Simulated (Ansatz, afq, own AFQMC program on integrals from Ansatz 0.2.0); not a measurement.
# CHClNSi (doublet): quantum Monte Carlo beside coupled cluster as a fragment species, def2-TZVP

How near does AFQMC come to the top of the ladder for CHClNSi (doublet)?

Program: Ansatz 0.2.0, Gaussian basis, and an in-house AFQMC program (afq) on its integrals; all values are calculated. Level of theory: def2-TZVP, frozen cores. These are calculated values, not measurements.

Plan: PBE (unrestricted); r2SCAN (unrestricted); PBE0 (unrestricted); B3LYP (unrestricted); wB97M-V (unrestricted); CCSD(T) on UHF; B2PLYP (unrestricted); Phaseless AFQMC, CISD trial on UHF.

8 further runs of the same task are left out: 1 that didn't finish, 7 set aside as unsound or not needed.

**1. What is computed**

The geometry is a PBE0/def2-SVP stationary point (not a proven minimum).

5 atoms, charge 0, spin multiplicity 2.

Atoms are counted from 1 here; the program's logs count them from 0.

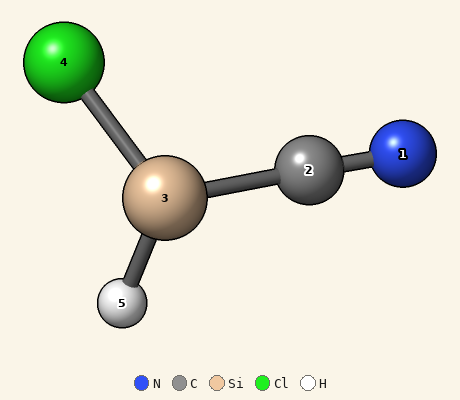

The structure; nitrogen blue, carbon grey, silicon light orange, chlorine green, hydrogen white; atoms are numbered from 1 in the order of the file.

As a file:

```xyz
5
charge 0, multiplicity 2
N     0.73757   -2.22139    0.87630
C     0.38545   -1.17465    0.51467
Si   -0.04340    0.49379   -0.14620
Cl   -1.87406    0.39657   -1.07183
H    -0.06347    1.46589    0.98086
```

**2. PBE (unrestricted)**

The input, in.yaml:

```yaml
crystal:
  periodic: [false, false, false]
  atoms:
    - {symbol: N, position_ang: [0.737573, -2.221390, 0.876301]}
    - {symbol: C, position_ang: [0.385451, -1.174653, 0.514667]}
    - {symbol: Si, position_ang: [-0.043397, 0.493787, -0.146201]}
    - {symbol: Cl, position_ang: [-1.874058, 0.396567, -1.071827]}
    - {symbol: H, position_ang: [-0.063468, 1.465889, 0.980860]}
basis:
  gaussian: {orbitals: def2-TZVP}
magnetization: {spin_polarized: true, initial_magnetization: 1}
hamiltonian: {xc: {name: PBE}}
output: {orbitals: {seedname: orbitals}}
```

On the command line:

```sh
> ansatz run in.yaml --threads 1 --pin off --events-out ev --progress --plain --max-ram 8192MiB --backend cpu
```

The log of the run:

```text
Functional definition: PBE
  name "PBE"
  cite "Perdew, Burke & Ernzerhof, Phys. Rev. Lett. 77, 3865 (1996) doi:10.1103/PhysRevLett.77.3865"
  parent pbe
  parameter kappa = 0.804
  parameter beta = 0.06672455060314922
  exchange = pbe_x(kappa = kappa, mu = beta*pi^2/3)
  correlation = pbe_c(beta = beta)
887 factors; their error is unknown
mean field evaluation 1: about -22922.9604 eV, gradient 4.3e1 eV
mean field evaluation 2: about -22758.8715 eV, gradient 1.4e2 eV
mean field evaluation 4: about -22928.2562 eV, gradient 3.2e1 eV
mean field evaluation 8: about -22932.4834 eV, gradient 2.6e-1 eV
mean field evaluation 16: about -22932.4712 eV, gradient 6.1e-4 eV
mean field -22932.47121603 eV, -842.7527730018 hartree, gradient 5.8e-5 eV, S^2 0.752507; 0 other end points of the search recorded, 0 dependent functions left out
reference -22932.47125139 eV, -842.7527743011 hartree; 23, 22 occupied and 119, 120 virtual orbitals, 887 factors
Total energy: -22932.47125139 eV, -842.7527743011 hartree
```

Run time: 4.5 s. Hardware: 1 thread of AMD EPYC 7R13 (Zen 3), shared host; peak memory 2 GiB.

From the report: ⟨S²⟩ of the determinant 0.753 (pure doublet: 0.75).

**3. r2SCAN (unrestricted)**

Edit in.yaml of step 2 so:

```diff
@@ -11,3 +11,2 @@
 magnetization: {spin_polarized: true, initial_magnetization: 1}
-hamiltonian: {xc: {name: PBE}}
-output: {orbitals: {seedname: orbitals}}
+hamiltonian: {xc: {name: r2SCAN}}
```

The command is unchanged.

The log of the run:

```text
Functional definition: r2SCAN
  name "r2SCAN"
  cite "Furness, Kaplan, Ning, Perdew & Sun, J. Phys. Chem. Lett. 11, 8208 (2020) doi:10.1021/acs.jpclett.0c02405"
  cite "Furness, Kaplan, Ning, Perdew & Sun, J. Phys. Chem. Lett. 11, 9248 (2020) doi:10.1021/acs.jpclett.0c03077"
  parent r2scan
  parameter k0 = 0.174
  parameter k1 = 0.065
  parameter a1 = 4.9479
  exchange = r2scan_x(k0 = k0, k1 = k1, a1 = a1)
  correlation = r2scan_c
887 factors; their error is unknown
mean field evaluation 1: about -22933.8326 eV, gradient 3.9e1 eV
mean field evaluation 2: about -22832.8181 eV, gradient 1.2e2 eV
mean field evaluation 4: about -22939.4287 eV, gradient 2.3e1 eV
mean field evaluation 8: about -22941.6942 eV, gradient 1.8e-1 eV
mean field evaluation 16: about -22941.6860 eV, gradient 3.2e-3 eV
mean field -22941.68597092 eV, -843.0914089981 hartree, gradient 3.3e-5 eV, S^2 0.755142; 0 other end points of the search recorded, 0 dependent functions left out
reference -22941.68598252 eV, -843.0914094243 hartree; 23, 22 occupied and 119, 120 virtual orbitals, 887 factors
Total energy: -22941.68598252 eV, -843.0914094243 hartree
```

Run time: 10 s. Hardware: 1 thread of AMD EPYC 7R13 (Zen 3), shared host; peak memory 2 GiB.

From the report: ⟨S²⟩ of the determinant 0.755 (pure doublet: 0.75).

**4. PBE0 (unrestricted)**

Edit in.yaml of step 3 so:

```diff
@@ -11,2 +11,3 @@
 magnetization: {spin_polarized: true, initial_magnetization: 1}
-hamiltonian: {xc: {name: r2SCAN}}
+hamiltonian: {xc: {name: PBE0}}
+output: {orbitals: {seedname: orbitals}}
```

Same command.

The log of the run:

```text
Functional definition: PBE0
  name "PBE0"
  cite "Adamo & Barone, J. Chem. Phys. 110, 6158 (1999) doi:10.1063/1.478522"
  cite "Perdew, Burke & Ernzerhof, Phys. Rev. Lett. 77, 3865 (1996) doi:10.1103/PhysRevLett.77.3865"
  parent pbe
  parameter a = 0.25
  parameter kappa = 0.804
  parameter beta = 0.06672455060314922
  exchange = (1 - a)*pbe_x(kappa = kappa, mu = beta*pi^2/3) + a*exact_x
  correlation = pbe_c(beta = beta)
915 factors; their error is unknown
mean field evaluation 1: about -22927.9559 eV, gradient 3.4e1 eV
mean field evaluation 2: about -22885.2762 eV, gradient 8.5e1 eV
mean field evaluation 4: about -22933.6383 eV, gradient 9.2e0 eV
mean field evaluation 8: about -22934.0338 eV, gradient 1.4e-1 eV
mean field evaluation 16: about -22934.1144 eV, gradient 8.0e-4 eV
mean field -22934.11444219 eV, -842.8131604493 hartree, gradient 2.8e-5 eV, S^2 0.753947; 0 other end points of the search recorded, 0 dependent functions left out
reference -22934.11446909 eV, -842.8131614378 hartree; 23, 22 occupied and 119, 120 virtual orbitals, 915 factors
Total energy: -22934.11446909 eV, -842.8131614378 hartree
```

Run time: 6.5 s. Hardware: 1 thread of AMD EPYC 7R13 (Zen 3), shared host; peak memory 2 GiB.

From the report: ⟨S²⟩ of the determinant 0.754 (pure doublet: 0.75).

**5. B3LYP (unrestricted)**

Edit in.yaml of step 4 so:

```diff
@@ -11,3 +11,2 @@
 magnetization: {spin_polarized: true, initial_magnetization: 1}
-hamiltonian: {xc: {name: PBE0}}
-output: {orbitals: {seedname: orbitals}}
+hamiltonian: {xc: {name: B3LYP}}
```

Launched as before.

The log of the run:

```text
Functional definition: B3LYP
  name "B3LYP"
  cite "Stephens, Devlin, Chabalowski & Frisch, J. Phys. Chem. 98, 11623 (1994) doi:10.1021/j100096a001"
  cite "Becke, Phys. Rev. A 38, 3098 (1988) doi:10.1103/PhysRevA.38.3098"
  cite "Lee, Yang & Parr, Phys. Rev. B 37, 785 (1988) doi:10.1103/PhysRevB.37.785"
  cite "Vosko, Wilk & Nusair, Can. J. Phys. 58, 1200 (1980) doi:10.1139/p80-159"
  parameter a0 = 0.2
  parameter ax = 0.72
  parameter ac = 0.81
  exchange = (1 - a0 - ax)*slater_x + ax*b88_x + a0*exact_x
  correlation = (1 - ac)*vwn_rpa_c + ac*lyp_c
903 factors; their error is unknown
mean field evaluation 1: about -22938.2592 eV, gradient 3.8e1 eV
mean field evaluation 2: about -22879.8558 eV, gradient 9.8e1 eV
mean field evaluation 4: about -22944.6272 eV, gradient 1.5e1 eV
mean field evaluation 8: about -22945.4872 eV, gradient 1.5e-1 eV
mean field evaluation 16: about -22945.5493 eV, gradient 7.1e-4 eV
mean field -22945.54928963 eV, -843.2333833422 hartree, gradient 6.9e-5 eV, S^2 0.753110; 0 other end points of the search recorded, 0 dependent functions left out
reference -22945.54952510 eV, -843.2333919952 hartree; 23, 22 occupied and 119, 120 virtual orbitals, 903 factors
Total energy: -22945.54952510 eV, -843.2333919952 hartree
```

It took 6.5 s on 1 thread of AMD EPYC 7R13 (Zen 3), shared host; peak memory 2 GiB.

From the report: ⟨S²⟩ of the determinant 0.753 (pure doublet: 0.75).

**6. wB97M-V (unrestricted)**

Edit in.yaml of step 5 so:

```diff
@@ -11,2 +11,3 @@
 magnetization: {spin_polarized: true, initial_magnetization: 1}
-hamiltonian: {xc: {name: B3LYP}}
+hamiltonian: {xc: {name: wB97M-V}}
+output: {orbitals: {seedname: orbitals}}
```

Launched as before.

The log of the run:

```text
Functional definition: wB97M-V
  name "wB97M-V"
  cite "Mardirossian & Head-Gordon, J. Chem. Phys. 144, 214110 (2016) doi:10.1063/1.4952647"
  cite "Becke, J. Chem. Phys. 107, 8554 (1997) doi:10.1063/1.475007"
  cite "Vydrov & Van Voorhis, J. Chem. Phys. 133, 244103 (2010) doi:10.1063/1.3521275"
  # Of w^i u^j: cxij and so on, Table III.
  parameter omega = 0.3/bohr
  parameter cx = 0.15
  parameter cx01 = 1.007
  parameter cx10 = 0.259
  parameter css00 = 0.443
  parameter css04 = -1.437
  parameter css10 = -4.535
  parameter css20 = -3.390
  parameter css43 = 4.278
  parameter cos00 = 1.000
  parameter cos10 = 1.358
  parameter cos20 = 2.924
  parameter cos21 = -8.812
  parameter cos60 = -1.390
  parameter cos61 = 9.142
  parameter b = 6.0
  parameter c = 0.01
  gx(w, u) = 1 - cx + cx01*u + cx10*w
  gss(w, u) = css00 + css04*u^4 + css10*w + css20*w^2 + css43*w^4*u^3
  gos(w, u) = cos00 + cos10*w + (cos20 + cos21*u)*w^2 + (cos60 + cos61*u)*w^6
  exchange = spin_sum(e_x_unif_sr(omega)*gx(b97_w, b97_u_x)) + cx*exact_x_sr(omega) + exact_x_lr(omega)
  correlation = spin_sum(e_c_pw_mod_same_spin*gss(b97_w, b97_u_same))
      + integral(e_c_pw_mod_opposite_spin*gos(b97_w_opposite, b97_u_opposite)) + vv10(b, c)
894 factors; their error is unknown
183 factors; integrals over basis functions are off by at most 3.4e-5 eV
mean field evaluation 1: about -22937.8406 eV, gradient 3.1e1 eV
mean field evaluation 2: about -22935.2045 eV, gradient 4.1e1 eV
mean field evaluation 4: about -22942.6274 eV, gradient 2.4e0 eV
mean field evaluation 8: about -22942.6791 eV, gradient 6.7e-2 eV
mean field evaluation 16: about -22942.7224 eV, gradient 2.6e-3 eV
mean field -22942.72241084 eV, -843.1294974625 hartree, gradient 4.4e-5 eV, S^2 0.752701; 0 other end points of the search recorded, 0 dependent functions left out
reference -22942.72245025 eV, -843.1294989108 hartree; 23, 22 occupied and 119, 120 virtual orbitals, 894 factors
Total energy: -22942.72245025 eV, -843.1294989108 hartree
```

Run time: 20 s. Hardware: 1 thread of AMD EPYC 7R13 (Zen 3), shared host; peak memory 2 GiB.

From the report: ⟨S²⟩ of the determinant 0.753 (pure doublet: 0.75).

**7. CCSD(T) on UHF**

Edit in.yaml of step 6 so:

```diff
@@ -11,3 +11,2 @@
 magnetization: {spin_polarized: true, initial_magnetization: 1}
-hamiltonian: {xc: {name: wB97M-V}}
-output: {orbitals: {seedname: orbitals}}
+correlation: {method: ccsd_t, electrons: outside_noble_gas, hamiltonian_folder: ham}
```

On the command line:

```sh
> ansatz run in.yaml --threads 1 --pin off --events-out ev --progress --plain --max-ram 24576MiB --backend cuda --devices 0, --max-vram 18GiB
```

The log of the run:

```text
Functional definition: HF
  name "HF"
  cite "Fock, Z. Phys. 61, 126 (1930) doi:10.1007/BF01340294"
  parent pbe
  exchange = exact_x
  correlation = 0
880 factors; integrals over basis functions are off by at most 8.3e-4 eV
mean field evaluation 1: about -22891.7376 eV, gradient 2.4e1 eV
mean field evaluation 2: about -22891.7546 eV, gradient 2.4e1 eV
mean field evaluation 4: about -22895.5072 eV, gradient 3.7e0 eV
mean field evaluation 8: about -22895.7043 eV, gradient 2.8e-1 eV
mean field evaluation 16: about -22895.7161 eV, gradient 2.9e-6 eV
mean field evaluation 32: about -22895.7156 eV, gradient 4.7e-2 eV
mean field evaluation 64: about -22895.7153 eV, gradient 2.2e-1 eV
mean field evaluation 96: about -22890.9099 eV, gradient 1.1e-1 eV
mean field -22895.71605384 eV, -841.4020457049 hartree, gradient 2.9e-6 eV, S^2 0.818423; 5 other end points of the search recorded, 0 dependent functions left out
12 core orbitals not correlated: weight in the atoms' cores, before any rotation towards them, 1.000 or more for the frozen orbitals, at most 0.000 for the correlated occupied ones
reference -22895.71605384 eV, -841.4020457049 hartree; 11, 10 occupied and 119, 120 virtual orbitals, 880 factors
second order -16.38682734 eV of doubles, -0.00000000 eV of singles
cycle   1  -16.57725231 eV  change   -1.9e-1 eV  update   1.1e-1
cycle   2  -17.13786564 eV  change   -5.6e-1 eV  update   4.0e-2
cycle   3  -17.29113801 eV  change   -1.5e-1 eV  update   2.5e-2
cycle   4  -17.29343965 eV  change   -2.3e-3 eV  update   1.1e-2
cycle   5  -17.29770915 eV  change   -4.3e-3 eV  update   5.4e-3
cycle   6  -17.29858501 eV  change   -8.8e-4 eV  update   2.1e-3
cycle   7  -17.29901922 eV  change   -4.3e-4 eV  update   7.0e-4
cycle   8  -17.29924183 eV  change   -2.2e-4 eV  update   2.9e-4
cycle   9  -17.29913182 eV  change    1.1e-4 eV  update   1.2e-4
cycle  10  -17.29907190 eV  change    6.0e-5 eV  update   5.8e-5
cycle  11  -17.29911851 eV  change   -4.7e-5 eV  update   2.8e-5
cycle  12  -17.29911743 eV  change    1.1e-6 eV  update   1.1e-5
perturbative correction -0.86973563 eV, -0.0319621949 hartree
Total energy: -22913.88490690 eV, -842.0697387394 hartree
```

Run time: 54 s. Hardware: 1 × NVIDIA H100 80GB HBM3 with 1 thread of AMD EPYC 7R13 (Zen 3), shared host; peak host memory 2 GiB.

From the report: ⟨S²⟩ of the determinant 0.818 (pure doublet: 0.75); correlation -18.1689 eV; T1 0.024; largest double amplitude 0.02.

This run also writes the integrals to the folder ham.

**8. B2PLYP (unrestricted)**

Edit in.yaml of step 7 so:

```diff
@@ -11,2 +11,3 @@
 magnetization: {spin_polarized: true, initial_magnetization: 1}
-correlation: {method: ccsd_t, electrons: outside_noble_gas, hamiltonian_folder: ham}
+hamiltonian: {xc: {name: B2PLYP}}
+correlation: {electrons: outside_noble_gas}
```

On the command line:

```sh
> ansatz run in.yaml --threads 1 --pin off --events-out ev --progress --plain --max-ram 8192MiB --backend cpu
```

The log of the run:

```text
Functional definition: B2PLYP
  name "B2PLYP"
  cite "Grimme, J. Chem. Phys. 124, 034108 (2006) doi:10.1063/1.2148954"
  cite "Becke, Phys. Rev. A 38, 3098 (1988) doi:10.1103/PhysRevA.38.3098"
  cite "Lee, Yang & Parr, Phys. Rev. B 37, 785 (1988) doi:10.1103/PhysRevB.37.785"
  parameter a = 0.53
  parameter c = 0.27
  exchange = (1 - a)*b88_x + a*exact_x
  correlation = (1 - c)*lyp_c + c*(mp2_os + mp2_ss)
880 factors; integrals over basis functions are off by at most 8.3e-4 eV
mean field evaluation 1: about -22925.4823 eV, gradient 3.0e1 eV
mean field evaluation 2: about -22925.6474 eV, gradient 3.0e1 eV
mean field evaluation 4: about -22930.0397 eV, gradient 7.2e0 eV
mean field evaluation 8: about -22930.3315 eV, gradient 5.1e-1 eV
mean field evaluation 16: about -22930.3361 eV, gradient 8.9e-3 eV
mean field -22930.33611554 eV, -842.6743095060 hartree, gradient 8.9e-6 eV, S^2 0.757259; 0 other end points of the search recorded, 0 dependent functions left out
12 core orbitals not correlated: weight in the atoms' cores, before any rotation towards them, 1.000 or more for the frozen orbitals, at most 0.000 for the correlated occupied ones
reference -22930.33626637 eV, -842.6743150490 hartree; 11, 10 occupied and 119, 120 virtual orbitals, 880 factors
second order -20.65801370 eV of doubles, -0.00000000 eV of singles
Total energy: -22935.91393007 eV, -842.8792904093 hartree
```

Wall time 9.5 s (1 thread of AMD EPYC 7R13 (Zen 3), shared host); peak memory 2 GiB.

From the report: ⟨S²⟩ of the determinant 0.757 (pure doublet: 0.75).

**9. Phaseless AFQMC, CISD trial on UHF**

It reads the integrals that the CCSD(T) run on this determinant wrote.

On the command line:

```sh
> afq ham --method phaseless --trial cisd --walkers 600 --populations 10 --least-time 60 --time-step 0.005 --steps-per-block 50 --equilibration-blocks 28 --max-blocks 4000 --target-error 0.00028 --factor-cut 1e-05 --start spin_pure --seed 5813 --release-times 0.24,0.5,1 --release-step 0.02 --release-every 4 --taylor-order 6
```

The log of the run:

```text
orbitals 130  electrons 11 10  factors 877 of 880
reference energy -841.40204570 Eh
CCSD correlation -0.63573168 Eh in 13 cycles, weight of the determinant in the CISD state 0.7743
energy of the start -842.024522 Eh
 block  time / (1/Eh)  mean weight  energy / Eh
     1     0.250  0.9994  -842.013804
     2     0.500  0.9985  -842.030933
     3     0.750  0.9996  -842.042114
     4     1.000  0.9987  -842.051010
     5     1.250  1.0000  -842.058476
     6     1.500  1.0005  -842.064267
     7     1.750  0.9996  -842.065399
     8     2.000  1.0000  -842.063337
     9     2.250  0.9991  -842.065640
    10     2.500  0.9989  -842.064371
    12     3.000  1.0002  -842.069512
    23     5.750  1.0003  -842.078265
    34     8.500  1.0011  -842.073568
    45    11.250  0.9998  -842.072245
    56    14.000  1.0007  -842.069439
    67    16.750  0.9996  -842.064066
    78    19.500  0.9997  -842.072078
    89    22.250  1.0008  -842.076343
   100    25.000  0.9996  -842.076416
   111    27.750  0.9993  -842.063633
   122    30.500  0.9994  -842.076914
   133    33.250  0.9996  -842.086372
   144    36.000  1.0000  -842.083638
   155    38.750  0.9996  -842.073054
   166    41.500  1.0000  -842.071589
   177    44.250  1.0016  -842.074049
   188    47.000  1.0001  -842.067933
   199    49.750  0.9987  -842.066114
   210    52.500  1.0002  -842.067943
   221    55.250  0.9997  -842.075243
   232    58.000  1.0003  -842.087530
   243    60.750  1.0007  -842.065811
   254    63.500  0.9993  -842.069029
   265    66.250  1.0004  -842.070910
   276    69.000  0.9996  -842.075124
   287    71.750  1.0004  -842.073820
   298    74.500  0.9973  -842.066030
   309    77.250  0.9999  -842.067752
   320    80.000  1.0004  -842.084920
   331    82.750  1.0004  -842.074046
   342    85.500  0.9998  -842.085941
   353    88.250  0.9992  -842.065094
   364    91.000  1.0004  -842.068251
   375    93.750  0.9997  -842.072216
   386    96.500  1.0008  -842.076556
   397    99.250  0.9992  -842.071928
   408   102.000  0.9997  -842.071770
   419   104.750  1.0002  -842.080295
   430   107.500  1.0006  -842.074164
   441   110.250  0.9997  -842.072371
   452   113.000  0.9994  -842.074703
error from the spread of 10 populations
released: time / (1/Eh)  energy / Eh  error  mean overlap
  0.24  -842.073121  0.000319  0.9960
  0.50  -842.073240  0.000379  0.9924
  1.00  -842.072744  0.000495  0.9910
energy -842.072332 +/- 0.000341 Eh
```

Run time: 6.1 min. Hardware: 1 × NVIDIA H100 80GB HBM3 with 1 thread of AMD EPYC 7R13 (Zen 3), shared host; peak host memory 2.6 GiB.

Energy -22913.9555 ± 0.0093 eV. Caveats: constraint bias not in the error.

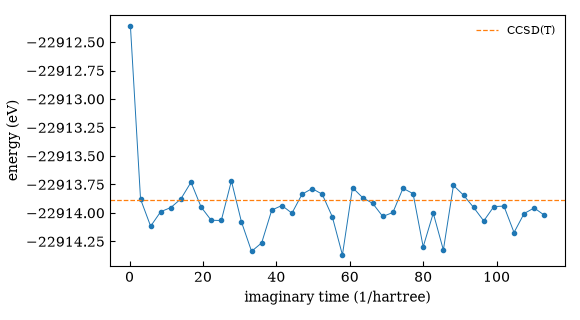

Block energies along the walk.

**10. All levels side by side**

On the UHF determinant, counted from CCSD(T) (a yardstick, not exact):

```csv
level,energy (eV),from CCSD(T) (kJ/mol),statistical error (kJ/mol),time
HF,-22895.7161,+1753.0,,
MP2,-22912.1029,+171.9,,
CCSD,-22913.0152,+83.9,,
CCSD(T),-22913.8849,0.0,,
"Phaseless AFQMC, CISD trial, step 0.005, 600 walkers",-22913.9555,-6.8,0.9,6.1 min
```

The functionals' totals stand on their own zeros and serve differences with other points: PBE -22932.471 eV; r2SCAN -22941.686 eV; PBE0 -22934.114 eV; B3LYP -22945.550 eV; wB97M-V -22942.722 eV; B2PLYP -22935.914 eV.

**11. Summary of results**

| quantity | value |
| --- | --- |
| Phaseless AFQMC, CISD trial on UHF from CCSD(T) | -6.8 ± 0.9 kJ/mol |

**Reading.** On UHF the phaseless walk with the CISD trial lies -6.8 kJ/mol from CCSD(T), 8 times its error bar. Error bars are statistical and leave out the constraint, the time step and what remains of the start.
